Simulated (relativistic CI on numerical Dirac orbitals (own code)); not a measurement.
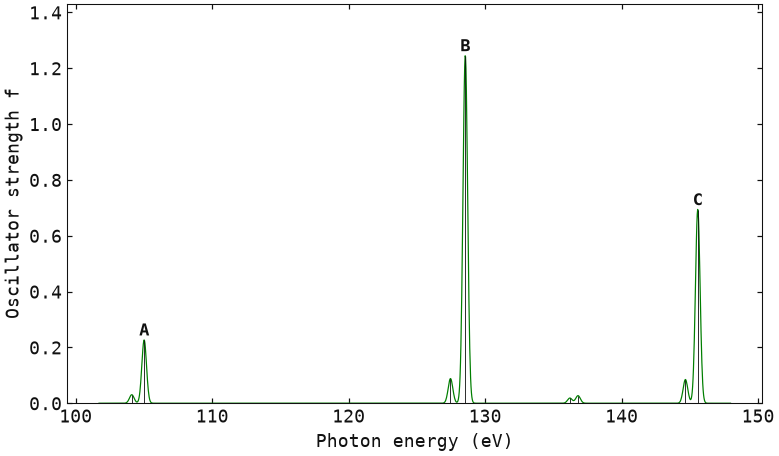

The plot shows absorption lines from the lowest level (oscillator strengths f) for Si⁴⁺. Computed by relativistic configuration interaction, KLI exchange-only orbitals, Breit term, model QED, valence Slater integrals scaled by 0.85, a P86 correlation estimate for each configuration (radial Dirac CI code). The envelope is a Gaussian of full width 0.4 eV, scaled to the tallest stick.

Q: Which transitions are the lettered lines?

A: A: 2s² 2p⁵ 3s ¹P°₁ ← 2s² 2p⁶ ¹S₀, 105.0 eV, f = 0.23; B: 2s² 2p⁵ 3d ¹P°₁ ← 2s² 2p⁶ ¹S₀, 128.5 eV, f = 1.2; C: 2s² 2p⁵ 4d ¹P°₁ ← 2s² 2p⁶ ¹S₀, 145.6 eV, f = 0.69. The strongest, B, lies in the soft X-ray region.

Known limits: configurations can be misplaced by up to about 7 % of their energy; only a limited list of configurations is included, so lower levels can be missing; only lines among the lowest 67 of 387 levels are drawn.
